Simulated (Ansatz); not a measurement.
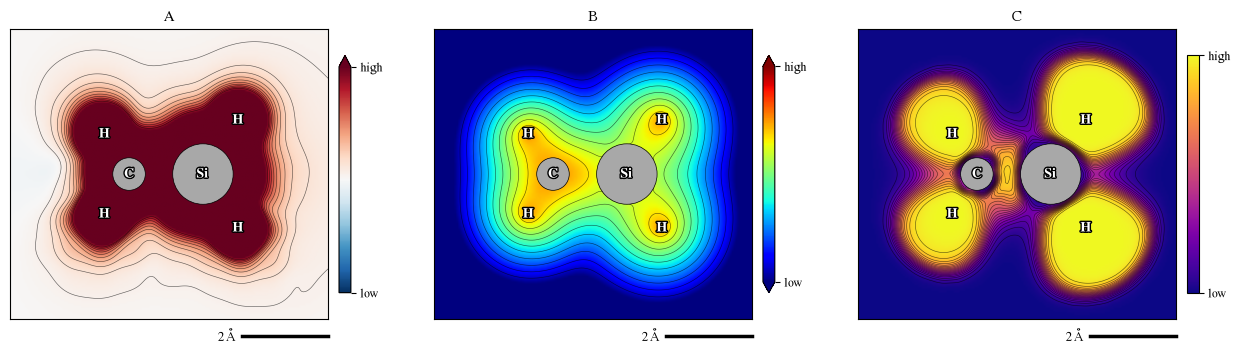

CH₄Si (SMILES C=[SiH2]): 3 fields on the molecular plane, with unlabelled colour scales. Grey discs cover the atomic cores.

Geometry: B3LYP-D3(BJ)/def2-SVP.

Theory: isolated molecule in a Gaussian basis; Kohn-Sham density functional theory, functional PBE0 in Ansatz.

Q: Which field does each panel show? The fields are: electron density, electron localisation function and electrostatic potential.

A: Panel A: electrostatic potential (strongly positive close to the atoms and fading to about zero outside). Panel B: electron density. Panel C: electron localisation function. From the grid: C–Si (1.71 Å): ρ at the midpoint is about 1.2 e/Å³; the ELF peaks at about 0.90 between the atoms (a covalent bond). C–H (1.09 Å): the density is about 2 e/Å³ at the midpoint; the ELF climbs to about 1 towards the hydrogen, as it does in any bond to H; an ordinary covalent bond to hydrogen.
